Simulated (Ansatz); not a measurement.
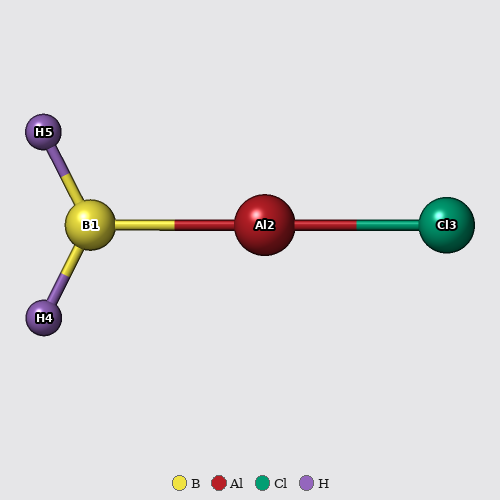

The system is AlBClH2, SMILES [BH2][Al][Cl], spin multiplicity 2; the picture shows the reference structure. First axis: bond length B1–H4. Second axis: angle Al2–B1–H4. Nothing is relaxed (all other coordinates rigid). The grid has 9 × 9 points. Points are written as (first, second). All energies are given in kJ/mol relative to the lowest grid point. The calculation used Ansatz 0.2.0, UHF-MP2, frozen core/def2-TZVP.

Its coordinates:

```xyz
5

B    -0.6253    0.6502   -0.4362
Al    0.6225   -0.6471    0.4341
Cl    1.9246   -2.0010    1.3427
H    -1.6720    0.2222   -0.8086
H    -0.2498    1.7758   -0.5319
```

Range: bond length B1–H4 from 0.976 to 1.786 Å; angle Al2–B1–H4 from 91.8 to 141.8°.

What will the energy surface look like?

The lowest grid point is at (1.179 Å, 116.8°). It is the only kind of minimum in the scanned range. The highest grid point, (1.786 Å, 141.8°), lies 223 kJ/mol above the lowest. Round the minimum the two coordinates are weakly coupled (coupling 0.09 in units of the two stiffnesses).

```csv
"angle Al2–B1–H4 ↓, bond length B1–H4 →",0.976,1.077,1.179,1.280,1.381,1.482,1.583,1.685,1.786
141.8,95,36,19,30,56,91,131,175,223
135.6,88,28,11,21,47,81,121,163,211
129.3,83,22,5,14,39,73,112,154,200
123.1,80,19,1,10,34,68,106,147,192
116.8,80,18,0,8,32,64,102,142,186
110.6,83,21,1,9,31,63,100,139,181
104.3,88,25,5,12,33,64,99,137,178
98.1,96,33,12,17,37,66,100,137,176
91.8,107,43,20,24,43,71,103,138,174
```

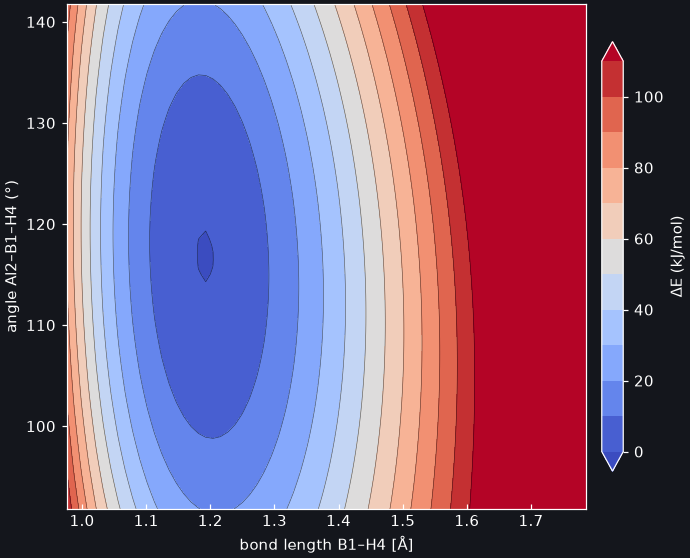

The picture shows filled contours, one colour for all values above the top of the scale. Between grid points the surface is interpolated.

Time for the 81 points that were run: 9.3 min on 1 thread of Arm Neoverse V1, with other jobs on the host.
